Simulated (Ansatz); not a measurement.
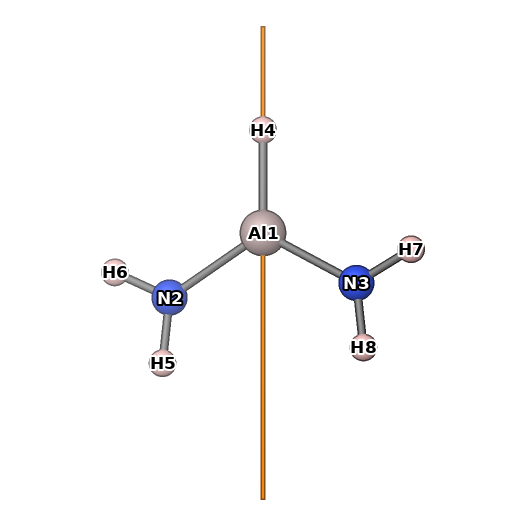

A line through the centre of mass is drawn in. Atoms fade into the background with distance from the viewer. The computed structure is the end point of a PBE0-D4/def2-TZVP optimisation.

**Is the line a proper rotation axis of the structure, and of what order?**

Yes, a C2 axis. A turn by 180° leaves Al1, H4 in place and moves N2 ↔ N3; H5 ↔ H8; H6 ↔ H7. The point group is C2v.
